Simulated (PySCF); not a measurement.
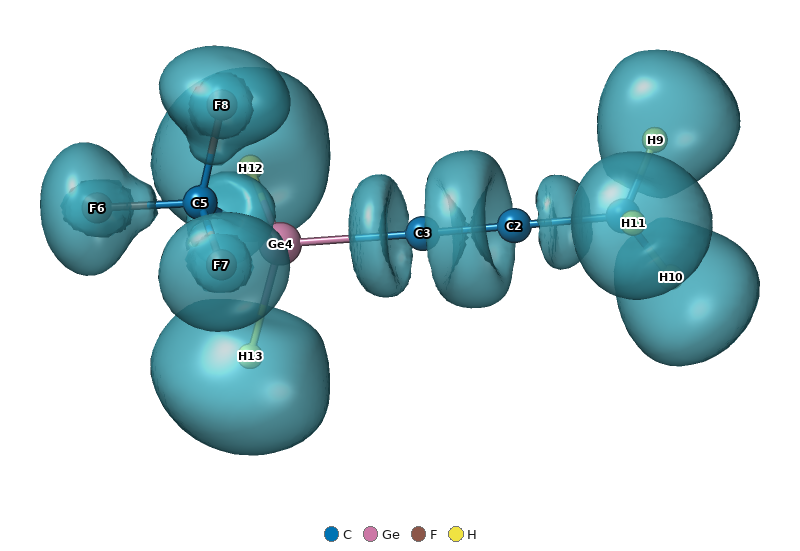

The picture shows: C4H5F3Ge (SMILES CC#[C][GeH2][C](F)(F)F). Isosurface of the electron localisation function at 0.75 (cyan), seen from one side. Only the valence region is drawn (cores and ρ < 0.01 e/Å³ removed).

Geometry: PBE0-D3(BJ)/def2-SVP.

These are results of CAM-B3LYP/def2-SVPD, SCF density, gas phase in PySCF 2.14.0, not measurements.

```xyz
13

C     2.5531    1.2067    1.1733
C     1.5211    0.4114    0.5361
C     0.6479   -0.2500    0.0038
Ge   -0.7361   -1.2341   -0.8081
C    -2.4504   -0.2994   -0.3904
F    -3.4938   -0.9405   -0.9373
F    -2.6720   -0.2269    0.9271
F    -2.4573    0.9507   -0.8667
H     3.0017    1.9144    0.4589
H     3.3573    0.5668    1.5674
H     2.1368    1.7860    2.0120
H    -0.5817   -1.2512   -2.3329
H    -0.8216   -2.6513   -0.2313
```

Q: Describe the localisation domains.

A: The surface consists of two regions between bonded C–C atoms (shared pairs), five regions around hydrogen nuclei, two lobes of the valence shell of C pointing towards Ge (polar bonds) and three regions on F in which the atom's valence shell and bonds are merged. Along the contacts the grid gives the following. C–C (1.22 Å): the ELF peaks at about 0.85 between the atoms: a multiple bond. C–F (1.34 Å): the ELF peaks at about 0.85 between the atoms, as expected for a polar covalent bond.
